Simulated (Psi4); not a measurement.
**PH2 (SMILES [PH2]) at UBLYP/cc-pVTZ**

What is the energy change on altering one bond length of PH2 at UBLYP/cc-pVTZ? 

The calculation is run with Psi4 1.11.

1 further run of the same task is left out (set aside as unsound or not needed).

**1. The system as given**

PH2: 3 atoms, total charge 0, spin state doublet. SMILES: `[PH2]`. The coordinates come from a PBE0-D4/def2-TZVP relaxation.

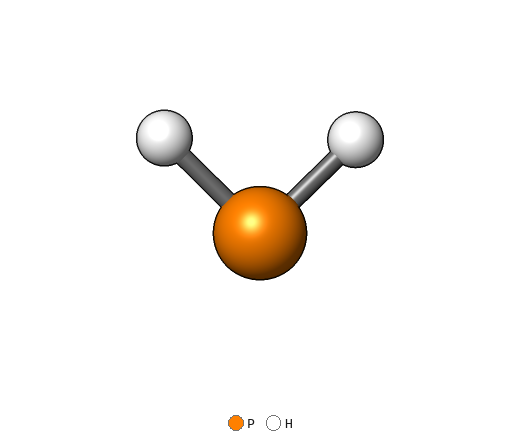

Viewed from a chosen angle; phosphorus orange, hydrogen white.

**2. Energy and gradient at UBLYP/cc-pVTZ**

job.in reads:

```
memory 2.2 GB

molecule system {
  0 2
  P      0.525730    -0.309370     0.258210
  H      0.114640     1.051490     0.176750
  H     -0.640370    -0.742120    -0.434970
  symmetry c1
  no_reorient
  no_com
}

set globals {
  basis                cc-pVTZ
  reference            uks
  puream               true
  e_convergence        1e-09
  d_convergence        1e-08
  scf_type             pk
  dft_radial_points    99
  dft_spherical_points 590
  maxiter              100
}

gradient("blyp")
```

Run with:

```bash
$ psi4 job.in job.out -n 1
```

job.out:

```text
[...]
  Running in c1 symmetry.
[...]
  Nuclear repulsion =   11.408385682516982
[...]
  Multiplicity = 2
[...]
  Nalpha       = 9
  Nbeta        = 8
[...]
    Number of basis functions: 62
[...]
   @UKS iter   1:  -342.45452441564578   -2.16534e-01   5.50664e-03 DIIS/ADIIS
[...]
   @UKS iter   9:  -342.51312440270709   -1.63141e-11   9.85958e-09 DIIS
[...]
   @S^2 Observed:                7.538844402E-01
[...]
    Orbital Energies [Eh]
    ---------------------
    Alpha Occupied:
       1A    -76.407900     2A     -6.320331     3A     -4.549943
       4A     -4.544663     5A     -4.541268     6A     -0.570912
       7A     -0.343421     8A     -0.271179     9A     -0.210400
    Alpha Virtual:
      10A     -0.002276    11A      0.011533    12A      0.158688
      13A      0.166157    14A      0.223914    15A      0.224016
      16A      0.231392    17A      0.240358    18A      0.247639
      19A      0.324986    20A      0.381167    21A      0.474358
      22A      0.546803    23A      0.737418    24A      0.775209
      25A      0.803445    26A      0.850372    27A      1.002043
[...]
  @UKS Final Energy:  -342.51312440270709
   => Energetics <=
    Nuclear Repulsion Energy =             11.4083856825169825
    One-Electron Energy =                -495.5470020124977282
    Two-Electron Energy =                 165.5346762639652525
    DFT Exchange-Correlation Energy =     -23.9091843366916450
    Empirical Dispersion Energy =           0.0000000000000000
    VV10 Nonlocal Energy =                  0.0000000000000000
    Total Energy =                       -342.5131244027070920
[...]
 Multipole Moments:
 ------------------------------------------------------------------------------------
     Multipole            Electronic (a.u.)      Nuclear  (a.u.)        Total (a.u.)
 ------------------------------------------------------------------------------------
 L = 1.  Multiply by 2.5417464519 to convert [e a0] to [Debye]
 Dipole X            :        -14.0778165           13.9088000           -0.1690165
 Dipole Y            :          8.2842007           -8.1847440            0.0994567
 Dipole Z            :         -6.9142407            6.8312277           -0.0830130
 Magnitude           :                                                    0.2129539
[...]
  -Total Gradient:
     Atom            X                  Y                   Z
    ------   -----------------  -----------------  -----------------
       1       -0.005312562882     0.003125115945    -0.002609394638
       2        0.001419495740    -0.004499781996     0.000302732312
       3        0.003893235651     0.001374566947     0.002306745096
[...]
```

It took 6.6 s on 1 thread of AMD EPYC 9R45 (Zen 5), shared host; peak memory 0.73 GiB.

**3. The distorted shape**

input.json reads:

```json
{
  "schema_name": "qcschema_input",
  "schema_version": 1,
  "molecule": {
    "schema_name": "qcschema_molecule",
    "schema_version": 2,
    "symbols": ["P", "H", "H"],
    "geometry": [1.92568005, -3.67053221, 0.67266691, 0.2166382, 1.98702812, 0.33400909, -0.27792958, -4.4883112, -0.63725344],
    "molecular_charge": 0,
    "molecular_multiplicity": 2,
    "fix_symmetry": "c1",
    "fix_com": true,
    "fix_orientation": true
  },
  "driver": "gradient",
  "model": {
    "method": "blyp",
    "basis": "cc-pVTZ"
  },
  "keywords": {
    "reference": "uks",
    "puream": true,
    "e_convergence": 1e-09,
    "d_convergence": 1e-08,
    "scf_type": "pk",
    "dft_radial_points": 99,
    "dft_spherical_points": 590,
    "maxiter": 100,
    "scf_properties": ["LOWDIN_CHARGES", "MAYER_INDICES", "MULLIKEN_CHARGES"]
  }
}
```

Run with:

```bash
$ psi4 --qcschema input.json -n 1 --memory 2200MB
```

stdout:

```text
[...]
  Running in c1 symmetry.
[...]
  Nuclear repulsion =    8.260673033307752
[...]
  Multiplicity = 2
[...]
  Nalpha       = 9
  Nbeta        = 8
[...]
    Number of basis functions: 62
[...]
   @UKS iter   1:  -342.23986976614560   -1.91112e-01   6.84787e-03 ADIIS/DIIS
[...]
   @UKS iter  26:  -342.39165329528754   -1.25056e-12   1.03627e-09 DIIS
[...]
   @S^2 Observed:                1.563314838E+00
[...]
  @UKS Final Energy:  -342.39165329528754
   => Energetics <=
    Nuclear Repulsion Energy =              8.2606730333077518
    One-Electron Energy =                -489.0177546295632283
    Two-Electron Energy =                 162.1870750722720231
    DFT Exchange-Correlation Energy =     -23.8216467713040529
    Empirical Dispersion Energy =           0.0000000000000000
    VV10 Nonlocal Energy =                  0.0000000000000000
    Total Energy =                       -342.3916532952875400
[...]
 Multipole Moments:
 ------------------------------------------------------------------------------------
     Multipole            Electronic (a.u.)      Nuclear  (a.u.)        Total (a.u.)
 ------------------------------------------------------------------------------------
 L = 1.  Multiply by 2.5417464519 to convert [e a0] to [Debye]
 Dipole X            :        -28.9140614           28.8239094           -0.0901520
 Dipole Y            :         57.3362952          -57.5592662           -0.2229711
 Dipole Z            :         -9.8607496            9.7867593           -0.0739903
 Magnitude           :                                                    0.2516308
[...]
  Mulliken Charges: (a.u.)
   Center  Symbol    Alpha    Beta     Spin     Total
       1     P     8.46616  6.52952  1.93664  0.00431
       2     H     0.06489  0.96323 -0.89835 -0.02812
       3     H     0.46895  0.50724 -0.03830  0.02381
   Total alpha =  9.00000, Total beta =  8.00000, Total charge =  0.00000
  Lowdin Charges: (a.u.)
   Center  Symbol    Alpha    Beta     Spin     Total
       1     P     8.32074  6.48614  1.83460  0.19312
       2     H     0.07335  0.95322 -0.87988 -0.02657
       3     H     0.60591  0.56064  0.04527 -0.16656
[...]
  -Total Gradient:
     Atom            X                  Y                   Z
    ------   -----------------  -----------------  -----------------
       1       -0.003300512401    -0.009975703080    -0.002903937266
       2       -0.002328161300     0.008508651378    -0.000375056022
       3        0.005628610151     0.001467031587     0.003278955884
[...]
```

The result, in JSON:

```text
{
 "driver": "gradient",
 "model": {
  "method": "blyp",
  "basis": "cc-pVTZ"
 },
 "success": true,
 "return_result": [-0.00330051240070503, -0.009975703080302066, -0.002903937266117304, -0.0023281612995135715, 0.008508651377995863, -0.0003750560219297976, 0.005628610151316882, 0.0014670315874060688, 0.0032789558844782546],
 "properties": {
  "calcinfo_nbasis": 62,
  "calcinfo_nmo": 62,
  "calcinfo_nalpha": 9,
  "calcinfo_nbeta": 8,
  "calcinfo_natom": 3,
  "nuclear_repulsion_energy": 8.260673033307752,
  "return_energy": -342.39165329528754,
  "return_gradient": [-0.00330051240070503, -0.009975703080302066, -0.002903937266117304, -0.0023281612995135715, 0.008508651377995863, -0.0003750560219297976, 0.005628610151316882, 0.0014670315874060688, 0.0032789558844782546],
  "scf_one_electron_energy": -489.0177546295632,
  "scf_two_electron_energy": 162.18707507227202,
  "scf_xc_energy": -23.821646771304053,
  "scf_dipole_moment": [-0.09015203847929243, -0.22297106841250525, -0.07399025227121747],
  "scf_total_energy": -342.39165329528754,
  "scf_total_gradient": [-0.00330051240070503, -0.009975703080302066, -0.002903937266117304, -0.0023281612995135715, 0.008508651377995863, -0.0003750560219297976, 0.005628610151316882, 0.0014670315874060688, 0.0032789558844782546],
  "scf_iterations": 26
 }
}
```

Wall time 11 s (1 thread of AMD EPYC 9R45 (Zen 5), shared host); peak memory 0.69 GiB.

**4. Summary of results**

At UBLYP/cc-pVTZ:

| quantity | value |
| --- | --- |
| first shape: total energy | -342.51312 Eh |
| first shape: dipole moment | 0.54 D |
| first shape: HOMO energy (highest over α and β) | -5.73 eV |
| first shape: LUMO energy (lowest over α and β) | -4.15 eV |
| first shape: ⟨S²⟩ | 0.754 |
| first shape: largest force on an atom | 0.344 eV/Å |
| distorted shape: total energy | -342.39165 Eh |
| distorted shape: dipole moment | 0.64 D |
| distorted shape: HOMO energy (highest over α and β) | -5.96 eV |
| distorted shape: LUMO energy (lowest over α and β) | -4.14 eV |
| distorted shape: ⟨S²⟩ | 1.563 |
| distorted shape: largest force on an atom | 0.561 eV/Å |
| energy change with the P1–H2 bond stretched from 1.424 to 3.133 Å | 3.305 eV |

What this shows: With the P1–H2 bond stretched from 1.424 to 3.133 Å the energy rises by 3.31 eV (319 kJ/mol). The first shape isn't relaxed at this level, so the change isn't measured from a minimum. The largest force (first shape) is 0.34 eV/Å: the shape isn't a stationary point for this species at this level. ⟨S²⟩ (distorted shape) is 1.56 where a pure doublet has 0.75: the reference is spin-contaminated.
